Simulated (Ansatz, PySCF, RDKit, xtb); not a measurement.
# Which structure has the formula CH7BN−?

Given the formula CH7BN− (charge -1) and nothing else, which arrangement of the atoms is the most stable in the gas at 400 K, and what are its properties?

The funnel: GFN2-xTB relaxations, single points with a density functional, relaxations at PBE0-D3(BJ)/def2-SVPD, harmonic vibrations, and a last energy at a higher level. All values are calculated.

6 further runs of the same task are left out: 6 set aside as unsound or not needed.

## Step 1: Possible bonding patterns

All bonding patterns within simple valence rules are listed by program: one Lewis structure each, at most two rings and one unusual centre or charged pair. O–O, O–halogen and N–halogen bonds and N–N–N chains are not drawn. That gives 6 candidates.

```tsv
label	SMILES	spin
c106	[BH3-]NC	singlet
c411	[BH3-][NH2+][CH2-]	singlet
c450	[BH3-]CN	singlet
c554	[CH2-][BH2-][NH3+]	singlet
c556	[BH3-][CH-][NH3+]	singlet
c778	C[BH2-]N	singlet
```

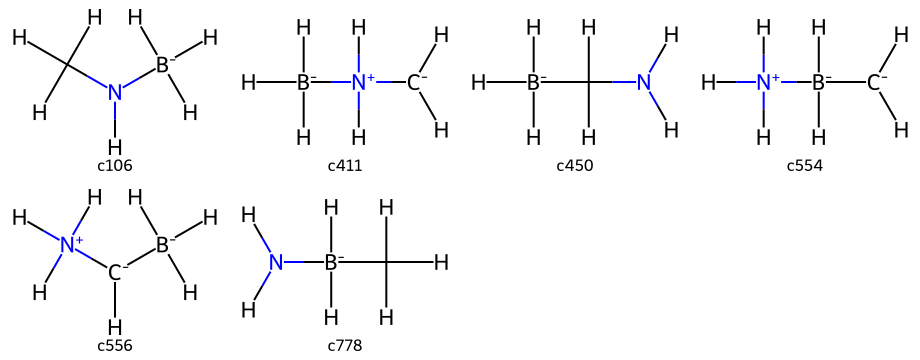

Structural formulas of the candidates.

Candidates are built by distance geometry, with a force field where one applies, in up to four conformers (letters a to d).

## Step 2: First filter: tight binding

All 6 starts are relaxed the same way. One of them, c778a (enumerated, embedded by distance geometry and UFF), in full:

The input, start.xyz:

```xyz
10
c778a
C     -1.565141     0.714374     0.215531
B     -0.396614    -0.243395     0.721693
N      0.768140     0.542230     1.261914
H     -1.182549     1.284840    -0.601624
H     -1.887899     1.329863     1.055198
H     -2.407206     0.083428    -0.114687
H     -0.061784    -0.984433    -0.208312
H     -0.824811    -0.947300     1.606929
H      1.422554    -0.114503     1.707411
H      1.298578     0.978957     0.466021
```

On the command line:

```sh
$ xtb start.xyz --gfn 2 --opt --chrg -1
```

Standard output (excerpt; [...] marks lines left out):

```text
* xtb version 6.7.1
[...]
          :  # basis functions                  19          :
[...]
          :  # electrons                        20          :
[...]
          :  Hamiltonian                  GFN2-xTB          :
[...]
          :  net charge                         -1          :
          :  unpaired electrons                  0          :
[...]
   *** convergence criteria satisfied after 11 iterations ***
[...]
   *** GEOMETRY OPTIMIZATION CONVERGED AFTER 9 ITERATIONS ***
[...]
   *** convergence criteria satisfied after 3 iterations ***
[...]
         ::                     SUMMARY                     ::
         :::::::::::::::::::::::::::::::::::::::::::::::::::::
         :: total energy             -10.038743434494 Eh    ::
         :: gradient norm              0.000797624008 Eh/a0 ::
         :: HOMO-LUMO gap             11.255445317866 eV    ::
         ::.................................................::
         :: SCC energy               -10.149277165384 Eh    ::
         :: -> isotropic ES            0.173271364593 Eh    ::
         :: -> anisotropic ES          0.017523110615 Eh    ::
         :: -> anisotropic XC          0.006085370717 Eh    ::
         :: -> dispersion             -0.006056586959 Eh    ::
         :: repulsion energy           0.110533730891 Eh    ::
         :: add. restraining           0.000000000000 Eh    ::
         :: total charge              -1.000000000000 e     ::
         :::::::::::::::::::::::::::::::::::::::::::::::::::::
[...]
        10        2.0000           -0.1229812              -3.3465 (HOMO)
        11                          0.2906488               7.9090 (LUMO)
[...]
     #   Z          covCN         q      C6AA      α(0)
     1   6          3.659    -0.149    23.701     6.986
     2   5          3.515     0.247    17.705     6.981
     3   7          2.548    -0.478    32.660     8.487
     4   1          0.924    -0.057     4.262     3.228
     5   1          0.924    -0.048     4.036     3.142
     6   1          0.924    -0.060     4.340     3.258
     7   1          0.889    -0.305    23.553     7.595
     8   1          0.910    -0.271    18.071     6.650
     9   1          0.860     0.058     2.233     2.341
    10   1          0.860     0.061     2.201     2.324
[...]
     #   Z sym  total        # sym  WBO       # sym  WBO       # sym  WBO
 ---------------------------------------------------------------------------
     1   6      3.889 --     5      0.992     4      0.990     6      0.990
                             2      0.902
     2   5      3.576 --     8      0.906     1      0.902     7      0.884
                             3      0.878
     3   7      2.882 --    10      0.988     9      0.988     2      0.878
     4   1      0.997 --     1      0.990
     5   1      0.998 --     1      0.992
     6   1      0.996 --     1      0.990
     7   1      0.907 --     2      0.884
     8   1      0.927 --     2      0.906
     9   1      0.997 --     3      0.988
    10   1      0.996 --     3      0.988
 ---------------------------------------------------------------------------
[...]
molecular dipole:
                 x           y           z       tot (Debye)
 q only:        0.858       0.146      -1.411
   full:        0.956       0.199      -1.756       5.107
molecular quadrupole (traceless):
[...]
          | TOTAL ENERGY              -10.038743434494 Eh   |
          | GRADIENT NORM               0.000797624008 Eh/α |
          | HOMO-LUMO GAP              11.255445317866 eV   |
           -------------------------------------------------
[...]
```

Wall time 0.034 s (2 threads of Arm Neoverse V2, shared host).

## Step 3: The minima found

6 of the 6 relaxations converged. 6 distinct structures remain:

```tsv
label	start	SMILES after	spin	energy (kcal/mol)	note
c106a	drawn	[BH3-]NC	singlet	0.0	
c778a	drawn	C[BH2-]N	singlet	4.9	
c450a	drawn	[BH3-]CN	singlet	9.1	
c554a	drawn	N.[BH2-]=C	singlet	44.1	fell apart
c556a	drawn	[BH3][CH][NH2].[H] ‡	singlet	44.6	fell apart
c411a	drawn	[BH3-][NH2+][CH2-]	singlet	45.2
```

‡ marks the bonded skeleton alone, with all bonds drawn single: no Lewis structure was assigned that passes a check against the bond lengths.

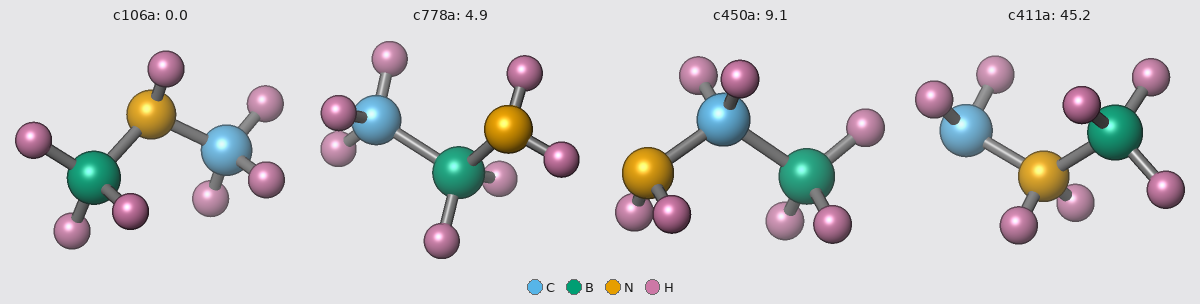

The 4 lowest minima that did not fall apart, with their GFN2-xTB energies in kcal/mol.

## Step 4: Single points on the low minima

A choice of the minima (the low ones first, few conformers of a pattern, up to a cap) and the lowest that fell apart get a single point at r2SCAN-D4/def2-SVPD on the tight-binding geometry, and one at HF/STO-3G for comparison. The lowest singlets are also tried as triplets at the same geometry (label ending in t). The first, c106a:

The input, input.yaml:

```yaml
basis:
  gaussian:
    orbitals: def2-SVPD
crystal:
  periodic: [false, false, false]
  atoms:
    - {symbol: C, position_ang: [-0.177708, -0.012158, 1.781483]}
    - {symbol: B, position_ang: [-1.006814, 0.607603, -0.500765]}
    - {symbol: N, position_ang: [-0.306440, -0.439695, 0.421182]}
    - {symbol: H, position_ang: [-1.007969, 0.171381, -1.644542]}
    - {symbol: H, position_ang: [-0.402234, 1.698105, -0.481765]}
    - {symbol: H, position_ang: [-2.153436, 0.780375, -0.110848]}
    - {symbol: H, position_ang: [0.626643, -0.610221, 0.049442]}
    - {symbol: H, position_ang: [-1.180310, 0.159884, 2.182873]}
    - {symbol: H, position_ang: [0.391561, 0.935587, 1.929672]}
    - {symbol: H, position_ang: [0.312835, -0.783034, 2.405928]}
total_charge: -1
hamiltonian:
  xc: {name: r2SCAN}
  dispersion: d4
scf:
  lower_state_search: off
```

On the command line:

```sh
$ ansatz run input.yaml --threads 2 --pin off --max-ram 4350MiB --events-out events.jsonl --progress --plain --runs-dir runs
```

Standard output (excerpt; [...] marks lines left out):

```text
Warning: RAYON_NUM_THREADS=2 ignored (pool sized by the plan → 2); use --threads N
Functional definition: r2SCAN
  name "r2SCAN"
[...]
951 factors; their error is unknown
[...]
mean field -3313.50077771 eV, -121.7689076093 hartree, gradient 3.4e-6 eV, S^2 0.000000; 0 other end points of the search recorded, 0 dependent functions left out
reference -3313.50079306 eV, -121.7689081735 hartree; 13, 13 occupied and 103, 103 virtual orbitals, 951 factors
Total energy: -3313.54135190 eV, -121.7703986834 hartree
Checks for a lower state left out: stability, starts, cluster_reference, orbital_swaps, neighbouring_geometries, increment
```

Wall time 1.6 s (2 threads of Arm Neoverse V2, shared host).

Relative energies in kcal/mol, each column from its lowest structure that stays in one piece:

```tsv
label	SMILES	spin	GFN2-xTB	HF/STO-3G	r2SCAN-D4/def2-SVPD
c778a	C[BH2-]N	singlet	4.9	0.0	0.0
c106a	[BH3-]NC	singlet	0.0	8.5	12.6
c450a	[BH3-]CN	singlet	9.1	14.1	17.9
c554a	N.[BH2-]=C	singlet	44.1	69.9	30.9
c411a	[BH3-][NH2+][CH2-]	singlet	45.2	66.7	51.3
c778at	C[BH2-]N	triplet	–	–	90.1
c106at	[BH3-]NC	triplet	–	–	99.7
c450at	[BH3-]CN	triplet	–	–	121.9
```

## Step 5: Third filter: density-functional geometries

3 candidates are relaxed at PBE0-D3(BJ)/def2-SVPD (chosen among the lowest in one piece). The first, c778a:

The input, input.yaml:

```yaml
crystal:
  periodic: [false, false, false]
  atoms:
    - {symbol: C, position_ang: [-1.560612, 0.707029, 0.205289]}
    - {symbol: B, position_ang: [-0.400939, -0.320748, 0.759731]}
    - {symbol: N, position_ang: [0.803962, 0.518274, 1.310720]}
    - {symbol: H, position_ang: [-1.203258, 1.330132, -0.621260]}
    - {symbol: H, position_ang: [-1.909728, 1.387603, 0.985617]}
    - {symbol: H, position_ang: [-2.437973, 0.165674, -0.164628]}
    - {symbol: H, position_ang: [-0.035187, -1.075786, -0.169943]}
    - {symbol: H, position_ang: [-0.833431, -1.014292, 1.675557]}
    - {symbol: H, position_ang: [1.547832, -0.121325, 1.583100]}
    - {symbol: H, position_ang: [1.192603, 1.067501, 0.545890]}
basis:
  gaussian:
    orbitals: def2-SVPD
total_charge: -1
hamiltonian:
  xc: {name: PBE0}
  dispersion: d3bj
scf:
  lower_state_search: off
relax:
  f_tol: 0.003
```

On the command line:

```sh
$ ansatz run input.yaml --threads 2 --pin off --max-ram 4350MiB --events-out events.jsonl --progress --plain --runs-dir runs
```

Standard output (excerpt; [...] marks lines left out):

```text
Warning: RAYON_NUM_THREADS=2 ignored (pool sized by the plan → 2); use --threads N
[...]
Functional definition: PBE0
  name "PBE0"
[...]
951 factors; their error is unknown
[...]
mean field -3312.08041638 eV, -121.7167102933 hartree, gradient 1.6e-6 eV, S^2 0.000000; 0 other end points of the search recorded, 0 dependent functions left out
[...]
reference -3312.08045242 eV, -121.7167116176 hartree; 13, 13 occupied and 103, 103 virtual orbitals, 951 factors
relax step   1: F+E_penalty+E_count = -3312.19888158 eV  Δ(F+E_penalty+E_count) = +0.000e0 eV  max|allowed force component| = 6.754e-1 eV/Å  Δτ_max = 0.0000 Å  (14 SCF iters, accepted)
[...]
relax step   6: F+E_penalty+E_count = -3312.22719969 eV  Δ(F+E_penalty+E_count) = -3.088e-5 eV  max|allowed force component| = 7.352e-3 eV/Å  Δτ_max = 0.0077 Å  (20 SCF iters, accepted)
[...]
Atom 1 at    -0.392316    -0.306925     0.744354 Å, force    -0.000112     0.000178    -0.000593 eV/Å
Atom 2 at     0.812358     0.527010     1.281584 Å, force     0.000640     0.000428     0.001391 eV/Å
Atom 3 at    -1.214259     1.355189    -0.614042 Å, force     0.000227    -0.000862     0.000412 eV/Å
Atom 4 at    -1.926922     1.373286     1.013070 Å, force    -0.000278     0.000216    -0.000519 eV/Å
Atom 5 at    -2.447890     0.154709    -0.181993 Å, force    -0.000591     0.000260     0.000388 eV/Å
Atom 6 at    -0.070584    -1.092163    -0.203045 Å, force     0.000181    -0.000752    -0.000884 eV/Å
Atom 7 at    -0.827944    -1.021874     1.680798 Å, force    -0.000027    -0.000269     0.000096 eV/Å
Atom 8 at     1.536420    -0.079221     1.660584 Å, force    -0.001053     0.000104    -0.000305 eV/Å
Atom 9 at     1.263555     1.032723     0.519804 Å, force     0.000041     0.000434    -0.000561 eV/Å
Dipole moment:     0.171276     0.382666    -0.150145 e Å
Checks for a lower state left out: stability, starts, cluster_reference, orbital_swaps, neighbouring_geometries, increment
```

Run time: 9.3 s. Hardware: 2 threads of Arm Neoverse V2, shared host.

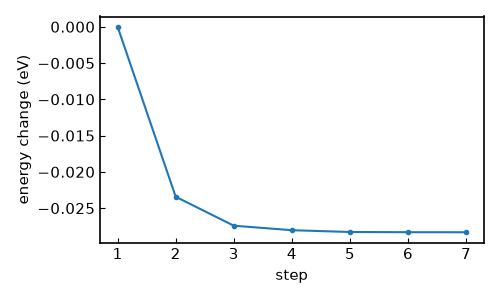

Energy along the run, all evaluated steps.

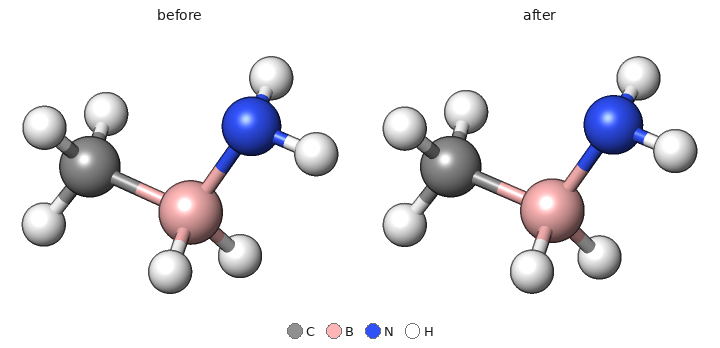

Before and after, at one scale.

After the run. Bond lengths: C1–B2 1.640 Å, B2–N3 1.561 Å, C1–H4 1.109 Å, C1–H5 1.107 Å, C1–H6 1.106 Å, B2–H7 1.272 Å, B2–H8 1.256 Å, N3–H9 1.018 Å, N3–H10 1.020 Å. Some angles: C1–B2–N3 109.7°, C1–B2–H7 108.5°, C1–B2–H8 110.2°, N3–B2–H7 113.0°, N3–B2–H8 108.4°, B2–C1–H4 112.0°, B2–C1–H5 111.6°, B2–C1–H6 112.4°, B2–N3–H9 111.0°, B2–N3–H10 110.5°.

## Step 6: Ranking at PBE0-D3(BJ)/def2-SVPD

```tsv
label	spin	r2SCAN-D4/def2-SVPD (kcal/mol)	PBE0-D3(BJ)/def2-SVPD, relaxed (kcal/mol)	time
c778a	singlet	0.0	0.0	9.3 s
c106a	singlet	12.6	12.4	11 s
c450a	singlet	17.9	17.5	8.1 s
```

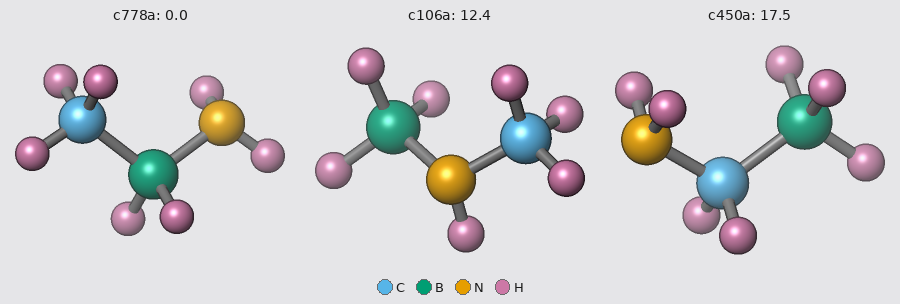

The relaxed structures, with energies at PBE0-D3(BJ)/def2-SVPD in kcal/mol.

## Step 7: Are they minima? Harmonic frequencies

The lowest few in one piece go on as finalists. Harmonic vibrations at PBE0-D3(BJ)/def2-SVPD test each finalist and give the zero-point energy and the thermal terms. The first, c778a:

The input, input.yaml:

```yaml
crystal:
  periodic: [false, false, false]
  atoms:
    - {symbol: C, position_ang: [-1.569150, 0.701327, 0.208959]}
    - {symbol: B, position_ang: [-0.392316, -0.306925, 0.744354]}
    - {symbol: N, position_ang: [0.812358, 0.527010, 1.281584]}
    - {symbol: H, position_ang: [-1.214259, 1.355189, -0.614042]}
    - {symbol: H, position_ang: [-1.926922, 1.373286, 1.013070]}
    - {symbol: H, position_ang: [-2.447890, 0.154709, -0.181993]}
    - {symbol: H, position_ang: [-0.070584, -1.092163, -0.203045]}
    - {symbol: H, position_ang: [-0.827944, -1.021874, 1.680798]}
    - {symbol: H, position_ang: [1.536420, -0.079221, 1.660584]}
    - {symbol: H, position_ang: [1.263555, 1.032723, 0.519804]}
basis:
  gaussian: {orbitals: def2-SVPD}
phonons: {}
total_charge: -1
hamiltonian: {xc: {name: PBE0}, dispersion: d3bj}
scf: {lower_state_search: off}
```

On the command line:

```sh
$ ansatz run input.yaml --threads 2 --pin off --max-ram 4350MiB --events-out events.jsonl --progress --plain --runs-dir runs
```

Standard output (excerpt; [...] marks lines left out):

```text
Warning: RAYON_NUM_THREADS=2 ignored (pool sized by the plan → 2); use --threads N
[... 2 set-up lines as earlier in the session ...]
[...]
951 factors; their error is unknown
[...]
mean field -3312.10897003 eV, -121.7177596207 hartree, gradient 2.9e-6 eV, S^2 0.000000; 0 other end points of the search recorded, 0 dependent functions left out
[...]
reference -3312.10900595 eV, -121.7177609404 hartree; 13, 13 occupied and 103, 103 virtual orbitals, 951 factors
[...]
951 factors; their error is unknown
mean field -3312.10882767 eV, -121.7177543890 hartree, gradient 2.7e-6 eV, S^2 0.000000; 0 other end points of the search recorded, 0 dependent functions left out
[...]
reference -3312.10886357 eV, -121.7177557083 hartree; 13, 13 occupied and 103, 103 virtual orbitals, 951 factors
[...]
951 factors; their error is unknown
[...]
Atom 3 at    -1.214259     1.355189    -0.614042 Å, force     0.000220    -0.000856     0.000412 eV/Å
Atom 4 at    -1.926922     1.373286     1.013070 Å, force    -0.000285     0.000230    -0.000507 eV/Å
Atom 5 at    -2.447890     0.154709    -0.181993 Å, force    -0.000582     0.000266     0.000394 eV/Å
Atom 6 at    -0.070584    -1.092163    -0.203045 Å, force     0.000180    -0.000755    -0.000883 eV/Å
Atom 7 at    -0.827944    -1.021874     1.680798 Å, force    -0.000015    -0.000263     0.000100 eV/Å
Atom 8 at     1.536420    -0.079221     1.660584 Å, force    -0.001040     0.000097    -0.000299 eV/Å
Atom 9 at     1.263555     1.032723     0.519804 Å, force     0.000057     0.000439    -0.000556 eV/Å
Dipole moment:     0.171276     0.382666    -0.150145 e Å
Vibrations: 209.20 223.71 332.10 616.26 670.51 734.65 791.04 889.04 947.73 1026.11 1062.25 1161.80 1171.09 1239.37 1426.17 1434.22 1570.46 2097.57 2221.59 2963.71 3030.06 3054.52 3495.56 3581.56 cm⁻¹, zero-point energy 2.228634 eV
Checks for a lower state left out: stability, starts, cluster_reference, orbital_swaps, neighbouring_geometries, increment
```

Wall time 66 s (2 threads of Arm Neoverse V2, shared host).

## Step 8: Thermal terms of the finalists

At 400 K and 1 atm, ideal gas, rigid rotor and harmonic oscillator:

```tsv
label	SMILES	spin	point group	lowest mode (cm⁻¹)	zero-point (kcal/mol)	G − E (kcal/mol)
c778a	C[BH2-]N	singlet	C1	209	51.4	27.4
c106a	[BH3-]NC	singlet	C1	204	51.1	27.3
c450a	[BH3-]CN	singlet	Cs	204	51.4	28.0
```

Chiral structures get −RT ln 2 for their mirror image.

## Step 9: The final energy

Each finalist gets a single point at CCSD(T)/def2-SVPD + MP2/def2-TZVPPD - MP2/def2-SVPD.

c778a, CCSD(T)/def2-SVPD:

Changes to input.yaml since step 7:

```diff
@@ -14,6 +14,7 @@
 basis:
-  gaussian: {orbitals: def2-SVPD}
-phonons: {}
+  gaussian:
+    orbitals: def2-SVPD
 total_charge: -1
-hamiltonian: {xc: {name: PBE0}, dispersion: d3bj}
-scf: {lower_state_search: off}
+correlation:
+  method: ccsd_t
+  frozen_orbitals: {"N": 1, H: 0, C: 1, B: 1}
```

On the command line:

```sh
$ ansatz run input.yaml --threads 2 --pin off --max-ram 4350MiB --events-out events.jsonl --progress --plain --runs-dir runs
```

Standard output (excerpt; [...] marks lines left out):

```text
Warning: RAYON_NUM_THREADS=2 ignored (pool sized by the plan → 2); use --threads N
Functional definition: HF
  name "HF"
[...]
1148 factors; integrals over basis functions are off by at most 9.6e-4 eV
[...]
mean field -3292.39811283 eV, -120.9933989789 hartree, gradient 1.2e-6 eV, S^2 0.000000; 0 other end points of the search recorded, 0 dependent functions left out
3 core orbitals not correlated: weight in the atoms' cores, before any rotation towards them, 1.000 or more for the frozen orbitals, at most 0.000 for the correlated occupied ones
reference -3292.39811283 eV, -120.9933989789 hartree; 10, 10 occupied and 103, 103 virtual orbitals, 1148 factors
second order -12.86697329 eV of doubles, -0.00000000 eV of singles
cycle   1  -13.61425785 eV  change   -7.5e-1 eV  update   8.1e-2
[...]
cycle   9  -14.03819781 eV  change   -6.7e-6 eV  update   2.3e-5
perturbative correction -0.45016055 eV, -0.0165430953 hartree
Total energy: -3306.88647120 eV, -121.5258363283 hartree
```

Wall time 8.1 s (2 threads of Arm Neoverse V2, shared host); peak memory 0.61 GiB.

## Step 10: c778a at MP2/def2-TZVPPD

Changes to input.yaml since step 9:

```diff
@@ -14,7 +14,4 @@
 basis:
-  gaussian:
-    orbitals: def2-SVPD
+  gaussian: {orbitals: def2-TZVPPD.json}
+correlation: {method: mp2, frozen_orbitals: {"N": 1, H: 0, C: 1, B: 1}}
 total_charge: -1
-correlation:
-  method: ccsd_t
-  frozen_orbitals: {"N": 1, H: 0, C: 1, B: 1}
```

The basis set def2-TZVPPD is read from a file made from the Basis Set Exchange's data (not shown).

On the command line:

```sh
$ ansatz run input.yaml --threads 2 --pin off --max-ram 4350MiB --events-out events.jsonl --progress --plain --runs-dir runs
```

Standard output:

```text
Warning: RAYON_NUM_THREADS=2 ignored (pool sized by the plan → 2); use --threads N
[... 2 set-up lines as earlier in the session ...]
  exchange = exact_x
  correlation = 0
1303 factors; integrals over basis functions are off by at most 9.1e-4 eV
mean field evaluation 1: about -3293.9955 eV, gradient 2.5e1 eV
mean field evaluation 2: about -3293.9958 eV, gradient 2.5e1 eV
mean field evaluation 4: about -3295.8932 eV, gradient 3.7e0 eV
mean field evaluation 8: about -3295.9357 eV, gradient 4.7e-4 eV
mean field -3295.93571498 eV, -121.1234034599 hartree, gradient 2.7e-6 eV, S^2 0.000000; 0 other end points of the search recorded, 0 dependent functions left out
3 core orbitals not correlated: weight in the atoms' cores, before any rotation towards them, 1.000 or more for the frozen orbitals, at most 0.000 for the correlated occupied ones
reference -3295.93571498 eV, -121.1234034599 hartree; 10, 10 occupied and 217, 217 virtual orbitals, 1303 factors
second order -15.11961468 eV of doubles, -0.00000000 eV of singles
Total energy: -3311.05532966 eV, -121.6790390509 hartree
```

Wall time 3.6 s (2 threads of Arm Neoverse V2, shared host); peak memory 0.47 GiB.

## Step 11: c106a at CCSD(T)/def2-SVPD

The input, input.yaml:

```yaml
crystal:
  periodic: [false, false, false]
  atoms:
    - {symbol: C, position_ang: [-0.168189, -0.012046, 1.785081]}
    - {symbol: B, position_ang: [-0.996720, 0.602290, -0.502616]}
    - {symbol: N, position_ang: [-0.314374, -0.434769, 0.424014]}
    - {symbol: H, position_ang: [-0.976153, 0.196038, -1.683039]}
    - {symbol: H, position_ang: [-0.418922, 1.730850, -0.456713]}
    - {symbol: H, position_ang: [-2.182697, 0.775747, -0.143236]}
    - {symbol: H, position_ang: [0.596413, -0.688023, 0.051396]}
    - {symbol: H, position_ang: [-1.167622, 0.151123, 2.226871]}
    - {symbol: H, position_ang: [0.380411, 0.956124, 1.918147]}
    - {symbol: H, position_ang: [0.343982, -0.769506, 2.412754]}
basis:
  gaussian:
    orbitals: def2-SVPD
total_charge: -1
correlation:
  method: ccsd_t
  frozen_orbitals: {"N": 1, H: 0, C: 1, B: 1}
```

On the command line:

```sh
$ ansatz run input.yaml --threads 2 --pin off --max-ram 4350MiB --events-out events.jsonl --progress --plain --runs-dir runs
```

Standard output (excerpt; [...] marks lines left out):

```text
Warning: RAYON_NUM_THREADS=2 ignored (pool sized by the plan → 2); use --threads N
[... 2 set-up lines as earlier in the session ...]
[...]
1149 factors; integrals over basis functions are off by at most 1.2e-3 eV
[...]
mean field -3291.87639520 eV, -120.9742262098 hartree, gradient 1.5e-6 eV, S^2 0.000000; 0 other end points of the search recorded, 0 dependent functions left out
3 core orbitals not correlated: weight in the atoms' cores, before any rotation towards them, 1.000 or more for the frozen orbitals, at most 0.000 for the correlated occupied ones
reference -3291.87639520 eV, -120.9742262098 hartree; 10, 10 occupied and 103, 103 virtual orbitals, 1149 factors
second order -12.76339912 eV of doubles, -0.00000000 eV of singles
cycle   1  -13.53011932 eV  change   -7.7e-1 eV  update   8.3e-2
[...]
cycle  10  -13.97950267 eV  change    1.6e-5 eV  update   1.8e-5
perturbative correction -0.44563272 eV, -0.0163767006 hartree
Total energy: -3306.30153060 eV, -121.5043401580 hartree
```

It took 8.4 s on 2 threads of Arm Neoverse V2, shared host; peak memory 0.61 GiB.

(Part 1 of 2 ends here.)
